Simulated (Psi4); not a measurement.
# AlGeH4Cl (SMILES [Cl][AlH][GeH3]): BLYP/def2-SVP

What is the vertical singlet–triplet gap of AlGeH4Cl at BLYP/def2-SVP? 

Program for the calculation: Psi4 1.11.

### 1 The molecule

AlGeH4Cl has 7 atoms, charge 0, and is taken as a singlet. SMILES: `[Cl][AlH][GeH3]`. Geometry: relaxed at PBE0-D4/def2-TZVP.

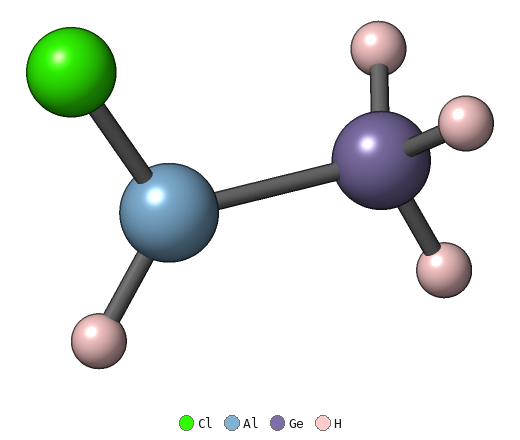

Viewed from a chosen angle; chlorine green, aluminium light blue, germanium purple, hydrogen pink.

### 2 Energy and gradient at BLYP/def2-SVP

File calc.py:

```python
import psi4

psi4.set_memory('1600 MB')
psi4.set_num_threads(1)
psi4.set_output_file('alclgeh4.out', False)

mol = psi4.geometry("""
0 1
Cl    -4.72299250    -2.88598974    -0.23980625
Al    -0.80388949    -2.48442294     0.27306543
Ge     0.94694176     1.81375913    -0.17631145
H      0.71715106    -4.97375916     0.90706854
H      0.42651119     2.87710802    -2.83440021
H     -0.27212056     3.64036841     1.73250091
H      3.82423876     1.88462386     0.25152255
units au
symmetry c1
no_reorient
no_com
""")

psi4.set_options({
    'puream': True,
    'e_convergence': 1e-09,
    'd_convergence': 1e-08,
    'scf_type': 'pk',
    'dft_radial_points': 99,
    'dft_spherical_points': 590,
})

e, wfn = psi4.gradient("blyp/def2-SVP", molecule=mol, return_wfn=True)
psi4.oeprop(wfn, "QUADRUPOLE", "WIBERG_LOWDIN_INDICES", "DIPOLE", title="BLYP")
print('gradient / Eh bohr^-1')
print(e.np.round(6))
print(f'energy = {wfn.energy():.10f} Eh')
```

Launch:

```bash
$ python calc.py
```

alclgeh4.out:

```text
[...]
  Running in c1 symmetry.
[...]
  Nuclear repulsion =  276.638620393276597
[...]
  Multiplicity = 1
[...]
  Nalpha       = 33
  Nbeta        = 33
[...]
    Number of basis functions: 88
[...]
   @RKS iter   1: -2779.93333911095806   -1.51344e+00   2.89007e-02 DIIS/ADIIS
[...]
   @RKS iter  13: -2781.64609948337147    4.54747e-13   2.61343e-09 DIIS
[...]
    Orbital Energies [Eh]
    ---------------------
    Doubly Occupied:
       1A   -397.137091     2A   -100.692090     3A    -55.472309
       4A    -49.166796     5A    -43.803970     6A    -43.803961
       7A    -43.803916     8A     -9.159656     9A     -6.993962
      10A     -6.990490    11A     -6.989034    12A     -5.955954
      13A     -4.177297    14A     -4.177171    15A     -4.176962
      16A     -3.966416    17A     -2.584225    18A     -2.578412
      19A     -2.574997    20A     -1.087501    21A     -1.087375
      22A     -1.085746    23A     -1.084852    24A     -1.084811
      25A     -0.726752    26A     -0.498290    27A     -0.377157
      28A     -0.310251    29A     -0.302731    30A     -0.295393
      31A     -0.285290    32A     -0.284711    33A     -0.236215
[...]
  @RKS Final Energy: -2781.64609948337147
   => Energetics <=
    Nuclear Repulsion Energy =            276.6386203932765966
    One-Electron Energy =               -4420.6007435243518557
    Two-Electron Energy =                1489.7532156181266600
    DFT Exchange-Correlation Energy =    -127.4371919704228588
    Empirical Dispersion Energy =           0.0000000000000000
    VV10 Nonlocal Energy =                  0.0000000000000000
    Total Energy =                      -2781.6460994833714722
[...]
  -Total Gradient:
     Atom            X                  Y                   Z
    ------   -----------------  -----------------  -----------------
       1        0.010292671950     0.001760298705     0.001231074240
       2       -0.006531847621    -0.000592348613    -0.000867966097
       3        0.000362441666     0.003937993367    -0.000593732025
       4       -0.001531200882     0.002466666521    -0.000632262558
       5        0.000835437015    -0.002673705485     0.005072748082
       6        0.002147211348    -0.004108522573    -0.003489834347
       7       -0.005569100196    -0.000808277761    -0.000716024069
[...]
 Multipole Moments:
 ------------------------------------------------------------------------------------
     Multipole            Electronic (a.u.)      Nuclear  (a.u.)        Total (a.u.)
 ------------------------------------------------------------------------------------
 L = 1.  Multiply by 2.5417464519 to convert [e a0] to [Debye]
 Dipole X            :         56.0644596          -55.7435191            0.3209405
 Dipole Y            :         19.9008526          -19.8906905            0.0101621
 Dipole Z            :          6.1580711           -6.1121303            0.0459409
 Magnitude           :                                                    0.3243712
 L = 2.  Multiply by 1.3450342976 to convert [e a0^2] to [Debye ang]
 Quadrupole XX       :       -468.8290018          431.7037141          -37.1252877
 Quadrupole XY       :       -317.9119036          316.5198447           -1.3920589
[...]
```

On the terminal:

```text
gradient / Eh bohr^-1
[[ 0.010293  0.00176   0.001231]
 [-0.006532 -0.000592 -0.000868]
 [ 0.000362  0.003938 -0.000594]
 [-0.001531  0.002467 -0.000632]
 [ 0.000835 -0.002674  0.005073]
 [ 0.002147 -0.004109 -0.00349 ]
 [-0.005569 -0.000808 -0.000716]]
energy = -2781.6460994834 Eh
```

Wall time 20 s (1 thread of Intel Xeon Platinum 8259CL at 2.50GHz (Skylake/Cascade Lake), shared host); peak memory 1 GiB.

### 3 The triplet: a single-point energy at UBLYP/def2-SVP

File calc.dat:

```
memory 1600 mb

molecule molecule1 {
  0 3
  Cl    -4.72299250    -2.88598974    -0.23980625
  Al    -0.80388949    -2.48442294     0.27306543
  Ge     0.94694176     1.81375913    -0.17631145
  H      0.71715106    -4.97375916     0.90706854
  H      0.42651119     2.87710802    -2.83440021
  H     -0.27212056     3.64036841     1.73250091
  H      3.82423876     1.88462386     0.25152255
  units bohr
  symmetry c1
  no_reorient
  no_com
}

set globals {
  basis                def2-SVP
  reference            uks
  puream               true
  e_convergence        1e-09
  d_convergence        1e-08
  scf_type             pk
  dft_radial_points    99
  dft_spherical_points 590
  maxiter              100
}

e_tot, wfn = energy("blyp", return_wfn=True)
oeprop(wfn, "MULLIKEN_CHARGES", "QUADRUPOLE", "WIBERG_LOWDIN_INDICES")
print_variables()
```

Launch:

```bash
$ psi4 -n 1 calc.dat calc.out
```

calc.out (excerpt; [...] marks lines left out):

```text
[...]
  Running in c1 symmetry.
[...]
  Nuclear repulsion =  276.638620393276597
[...]
  Multiplicity = 3
[...]
  Nalpha       = 34
  Nbeta        = 32
[...]
    Number of basis functions: 88
[...]
   @UKS iter   1: -2779.56628895782069   -1.14639e+00   2.92542e-02 ADIIS/DIIS
[...]
   @UKS iter  17: -2781.50452286339396   -4.54747e-12   2.12174e-09 DIIS
[...]
   @S^2 Observed:                2.001841664E+00
[...]
  @UKS Final Energy: -2781.50452286339396
   => Energetics <=
    Nuclear Repulsion Energy =            276.6386203932765966
    One-Electron Energy =               -4419.1390264806241248
    Two-Electron Energy =                1488.3751530106108021
    DFT Exchange-Correlation Energy =    -127.3792697866579715
    Empirical Dispersion Energy =           0.0000000000000000
    VV10 Nonlocal Energy =                  0.0000000000000000
    Total Energy =                      -2781.5045228633939587
[...]
 Multipole Moments:
 ------------------------------------------------------------------------------------
     Multipole            Electronic (a.u.)      Nuclear  (a.u.)        Total (a.u.)
 ------------------------------------------------------------------------------------
 L = 1.  Multiply by 2.5417464519 to convert [e a0] to [Debye]
 Dipole X            :         56.2498981          -55.7435191            0.5063790
 Dipole Y            :         20.4974666          -19.8906905            0.6067761
 Dipole Z            :          6.0865475           -6.1121303           -0.0255827
 Magnitude           :                                                    0.7907284
 L = 2.  Multiply by 1.3450342976 to convert [e a0^2] to [Debye ang]
 Quadrupole XX       :       -467.1256223          431.7037141          -35.4219082
 Quadrupole XY       :       -317.0155956          316.5198447           -0.4957510
[...]
  Mulliken Charges: (a.u.)
   Center  Symbol    Alpha    Beta     Spin     Total
       1    CL     8.69293  8.46180  0.23113 -0.15473
       2    AL     6.91398  5.98127  0.93272  0.10475
       3    GE    16.14163 15.65767  0.48396  0.20070
       4     H     0.61660  0.42041  0.19619 -0.03701
       5     H     0.55296  0.48609  0.06687 -0.03905
       6     H     0.55261  0.48637  0.06624 -0.03898
       7     H     0.52929  0.50639  0.02289 -0.03568
   Total alpha = 34.00000, Total beta = 32.00000, Total charge =  0.00000
  Wiberg Bond Indices using Orthogonal Lowdin Orbitals:
[...]
```

It took 27 s on 1 thread of Intel Xeon Platinum 8259CL at 2.50GHz (Skylake/Cascade Lake), shared host; peak memory 1 GiB.

### 4 Results

Level: BLYP/def2-SVP.

| quantity | value |
| --- | --- |
| singlet: total energy | -2781.64610 Eh |
| singlet: dipole moment | 0.82 D |
| singlet: HOMO energy | -6.43 eV |
| singlet: LUMO energy | -2.44 eV |
| singlet: HOMO–LUMO gap | 3.98 eV |
| singlet: largest force on an atom | 0.541 eV/Å |
| triplet: total energy | -2781.50452 Eh |
| triplet: dipole moment | 2.01 D |
| triplet: HOMO energy (highest over α and β) | -2.80 eV |
| triplet: ⟨S²⟩ | 2.002 |
| vertical energy of the triplet above the singlet | 3.852 eV |

**Reading.** At this shape the triplet lies 3.85 eV (372 kJ/mol) above the singlet. The largest force (singlet) is 0.54 eV/Å: the shape isn't a stationary point for this species at this level. Mulliken charges (triplet) run from -0.15 on Cl1 to +0.20 on Ge3; they depend strongly on the basis.
